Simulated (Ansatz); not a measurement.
## Electronic structure of C4H8GeO4 in real space

Input file:

```
crystal:
  periodic: [false, false, false]
  atoms:
    - {symbol: C, position_ang: [0.227922, -0.628515, -3.099979]}
    - {symbol: C, position_ang: [0.484688, 0.168098, -1.860260]}
    - {symbol: O, position_ang: [0.030927, 1.261660, -1.630386]}
    - {symbol: O, position_ang: [1.281617, -0.467109, -0.998430]}
    - {symbol: Ge, position_ang: [1.638720, 0.434015, 0.530020]}
    - {symbol: O, position_ang: [0.142629, 0.844641, 1.462110]}
    - {symbol: C, position_ang: [-0.604731, -0.199266, 1.826887]}
    - {symbol: C, position_ang: [-1.824499, 0.206487, 2.591703]}
    - {symbol: O, position_ang: [-0.304993, -1.333566, 1.547356]}
    - {symbol: H, position_ang: [-0.406994, -0.064914, -3.778717]}
    - {symbol: H, position_ang: [-0.251825, -1.571097, -2.829122]}
    - {symbol: H, position_ang: [1.174876, -0.875593, -3.583278]}
    - {symbol: H, position_ang: [2.246547, 1.796169, 0.214847]}
    - {symbol: H, position_ang: [2.508164, -0.537182, 1.320651]}
    - {symbol: H, position_ang: [-2.437956, 0.861563, 1.970012]}
    - {symbol: H, position_ang: [-2.390692, -0.674607, 2.882470]}
    - {symbol: H, position_ang: [-1.533600, 0.778816, 3.474419]}
basis:
  gaussian: {orbitals: def2-TZVPP}
hamiltonian: {xc: pbe0, dispersion: d4}
output: {orbitals: {seedname: orbitals}}
```

Launched as:

```sh
ansatz run in.yaml --threads 4 --pin off --events-out ev --progress --plain --max-ram 66560MiB --backend cuda --devices 0, --max-vram 37GiB
```

Geometry: PBE0-D4/def2-TZVP.

The calculation used RKS PBE0-D4/def2-TZVPP (Ansatz).

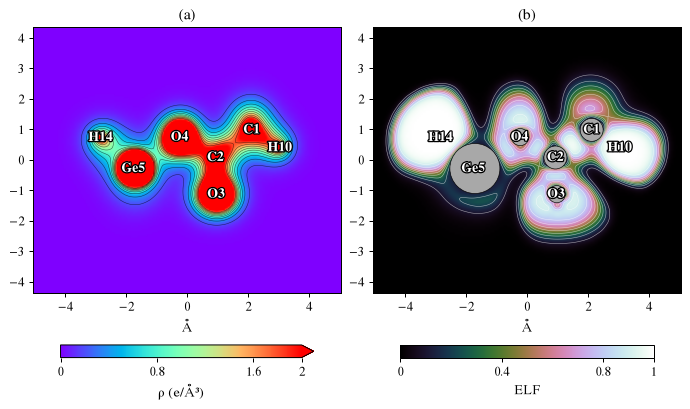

Figure 1. (a) electron density; (b) electron localisation function on the plane of atoms O4, Ge5 and H14. Grey discs cover the atomic cores in the ELF map.

> What do the fields say about this system?

The plane passes through C, O, Ge and H nuclei. C–O (1.21 Å): ρ is about 3.4 e/Å³ halfway; the ELF peaks at about 0.85 between the atoms (a short, multiple covalent bond). C–C (1.50 Å): ρ is about 1.8 e/Å³ halfway; the ELF peaks at about 0.95 between the atoms: a shared electron pair. Ge–O (1.81 Å): the density is about 0.93 e/Å³ at the midpoint; the ELF peaks at about 0.85 in the valence shell of O, 0.6 Å from its nucleus, and is about 0.35 at the midpoint. C–H (1.09 Å): ρ at the midpoint is about 2 e/Å³; the ELF climbs to about 1 towards the hydrogen, as it does in any bond to H (an ordinary covalent bond to hydrogen). C–O (1.33 Å): ρ at the midpoint is about 2.5 e/Å³; the ELF peaks at about 0.85 between the atoms: a polar covalent bond. The ELF also peaks beside O3 and O4, away from the bonds: lone-pair regions.

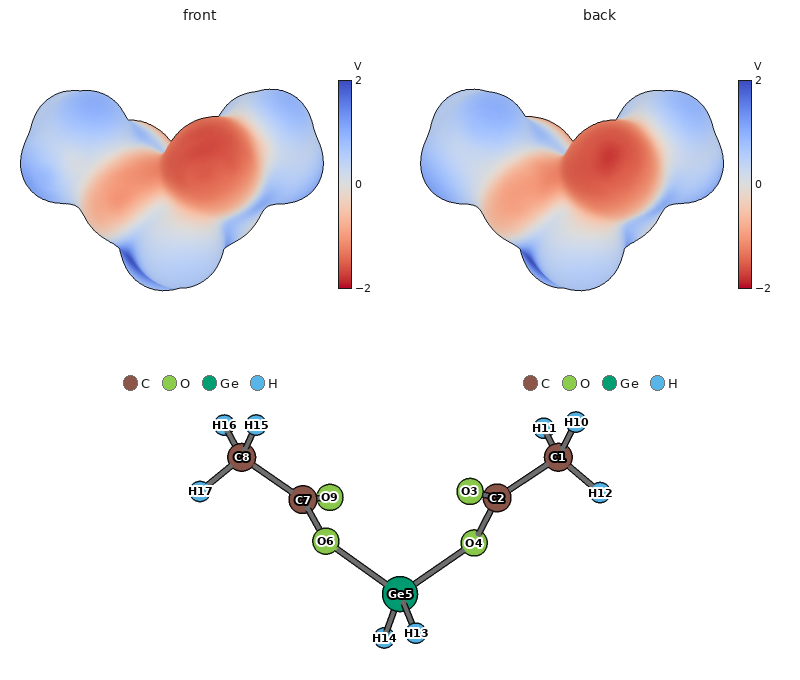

Figure 2. The molecular electrostatic potential painted on the density surface at 0.002 e/bohr³, seen from the front and from behind; red is negative and blue positive. The bare structure is drawn below in the same view.

> Which sites attract a positive test charge, and which a negative one?

A positive charge is drawn to the negative regions and a negative charge to the positive ones. The most negative region (about −1.7 V, or −39 kcal/mol for a unit charge) lies over O3 and O9, the most positive (about +1.8 V, or +42 kcal/mol for a unit charge) over Ge5.

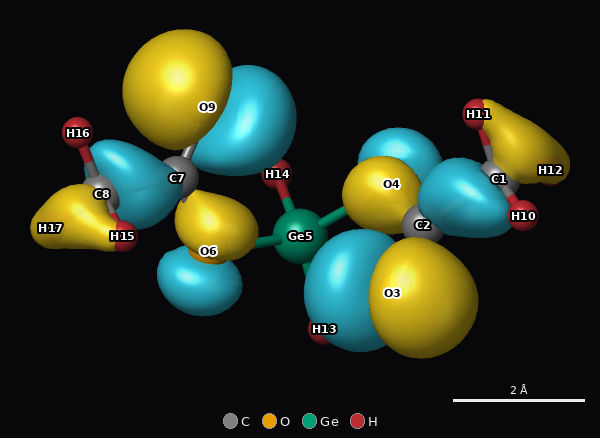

Figure 3. The HOMO−1 at ±0.08 Å⁻³ᐟ² (yellow and cyan are the two phases), seen from one side.

> What is the character of this orbital?

By Hirshfeld shares it lies mainly on O9 (about 30 %), O3 (about 30 %), O4 (about 5 %) and O6 (about 5 %); largely a combination of lone pairs on O9, O3, O4 and O6. Its energy is −8.13 eV.

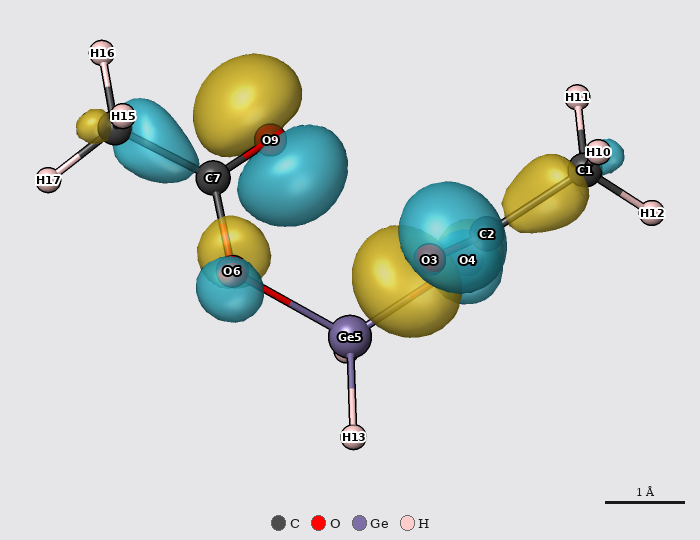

Figure 4. The HOMO at ±0.15 Å⁻³ᐟ² (yellow and cyan are the two phases), seen at a tilt.

> Describe this orbital and give its energy.

It lies mainly on O9 (about 35 %) and O3 (about 35 %). Its energy is −8.04 eV.
